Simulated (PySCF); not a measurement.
## Electronic structure of C3H12O2Si2 (SMILES CCCO[SiH2]O[SiH3]) in real space

Input file:

```
{"job": {"kind": "nmr", "xc": "PBE0", "basis": "pcSseg-1"}, "charge": 0, "multiplicity": 1}
C     -2.264366     0.158076     1.134876
C     -2.063732    -0.997585     0.163175
C     -1.172963    -0.603308    -1.014614
O      0.124763    -0.317661    -0.581353
Si     0.983038     1.041501    -0.716688
O      2.304224     0.800021     0.170154
Si     3.427928     0.010475     1.022836
H     -1.304240     0.495237     1.517175
H     -2.752313     0.994240     0.638020
H     -2.881766    -0.154122     1.973802
H     -3.026336    -1.329899    -0.230549
H     -1.596809    -1.835536     0.683319
H     -1.110057    -1.434636    -1.727410
H     -1.602665     0.260769    -1.534297
H      0.306973     2.200258    -0.134706
H      1.413329     1.265639    -2.096019
H      4.671606     0.161300     0.268219
H      3.475278     0.690611     2.317039
H      3.058303    -1.396130     1.169886
```

Launched as:

```sh
OMP_NUM_THREADS=1 python probes_run.py task.json out
```

Geometry: GFN2-xTB.

The calculation used PBE0/pcSseg-1, SCF density, gas phase, non-relativistic in PySCF.

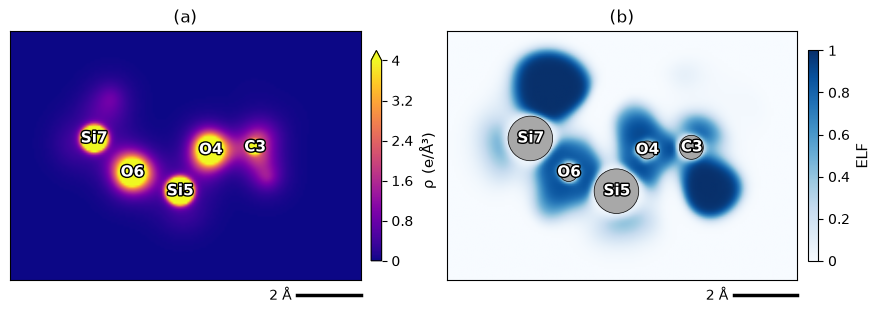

Figure 1. (a) electron density; (b) electron localisation function on the plane of atoms O4, Si5 and O6. Grey discs cover the atomic cores in the ELF map.

Read the bonding off the picture.

Answer. The plane passes through C, O and Si nuclei. C–O (1.40 Å): ρ at the midpoint is about 2.1 e/Å³, with its minimum of 1.8 e/Å³ about 0.5 Å from C; the ELF peaks at about 0.90 between the atoms (a shared but strongly polarised pair). Si–O (1.61 Å): ρ is about 1.2 e/Å³ halfway; the ELF peaks at about 0.85 between the atoms; a short, strongly polar bond. The ELF also peaks beside O6 and O4, away from the bonds: lone-pair regions.

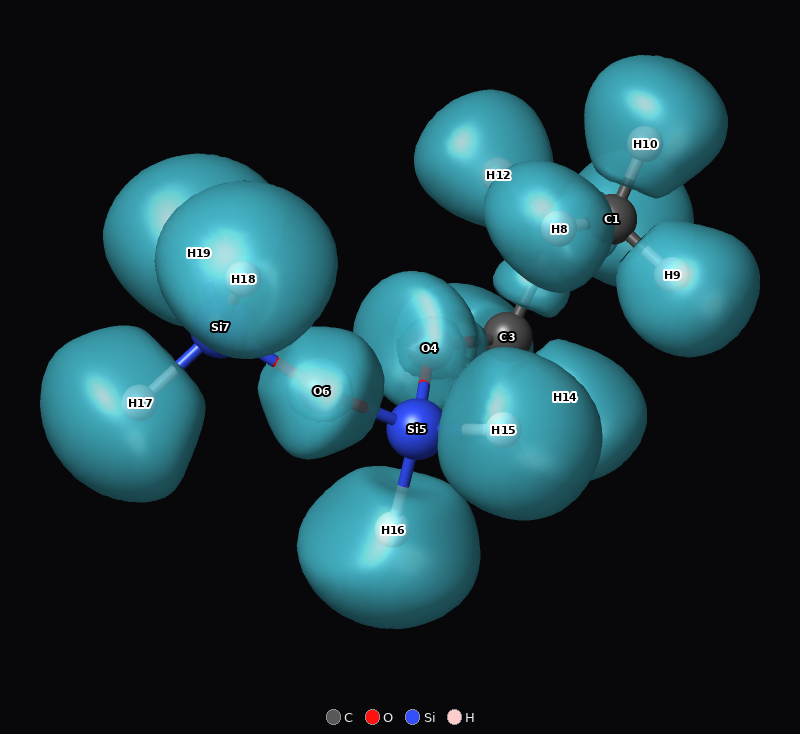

Figure 2. Isosurface of the electron localisation function at 0.75 (cyan), seen at a tilt. Core shells and regions of very low density are left out.

Identify the bonds, lone pairs and shells in this picture.

Answer. The surface consists of two regions between bonded C–C atoms (shared pairs), twelve regions around hydrogen nuclei and two regions on O in which the atom's valence shell and bonds are merged.


 C–C (1.52 Å): the ELF peaks at about 0.95 between the atoms: a covalent bond.

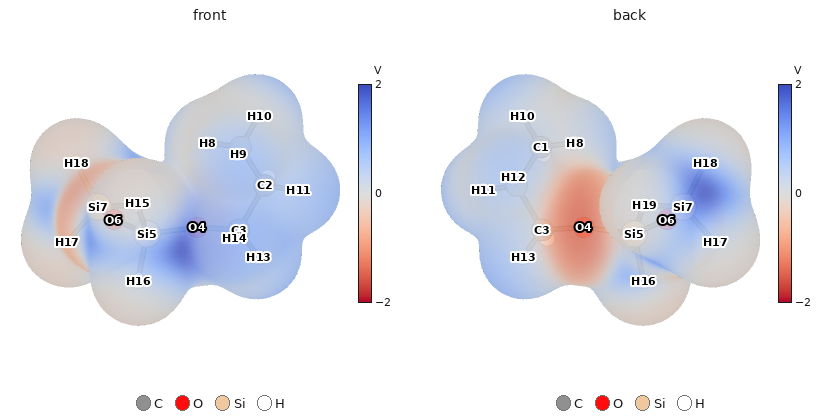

Figure 3. The electrostatic potential painted on the density surface at 0.002 e/bohr³, seen from the front and from behind; red is negative and blue positive.

Which sites attract a positive test charge, and which a negative one?

Answer. A positive charge is drawn to the negative regions and a negative charge to the positive ones. The most negative region (about −1.2 V) lies over O4, the most positive (about +1.6 V) over Si5 and Si7. O4 is the likeliest acceptor of a hydrogen bond.
